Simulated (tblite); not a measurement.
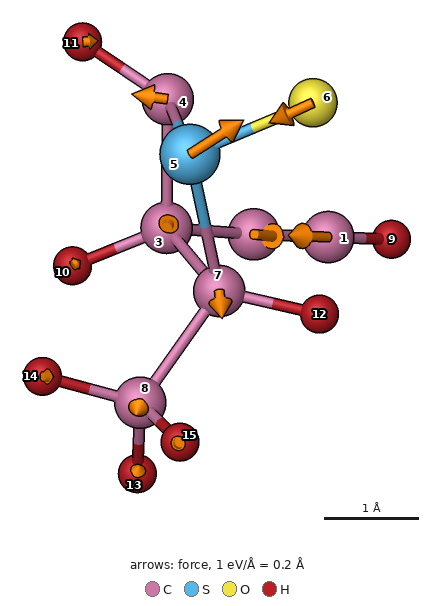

Starting geometry of C$_{6}$H$_{7}$OS (multiplicity 2) with the computed forces as orange arrows. A ball-and-stick model, seen from a free direction.

Theory: GFN2-xTB geometry optimisation, gas phase in tblite. 

What follows when this structure is relaxed?

It isn't relaxed: the largest force vector, on the S atom, is 3.62 eV/Å. The final displacements have little in common with the starting forces (cosine between the two patterns 0.17). The atom that moves furthest after the best rigid fit is an H atom (0.83 Å). Largest moves by element: H 0.83 Å, O 0.44 Å, S 0.19 Å, C 0.19 Å. Near-neighbour distances that change, for instance: C–S 1.823 → 1.895 Å, O–S 1.529 → 1.462 Å, C–C 1.494 → 1.541 Å, C–H 1.108 → 1.071 Å. Among the angles between lasting bonds that change: S–C–H 115.1° → 132.3°, C–C–H 116.5° → 129.5°, C–C–C 110.4° → 117.6°. The energy falls by 0.567 eV in 96 geometry steps. The run took 0.66 s on 1 thread of INTEL(R) XEON(R) PLATINUM 8581C CPU @ 2.10GHz, on a shared host.
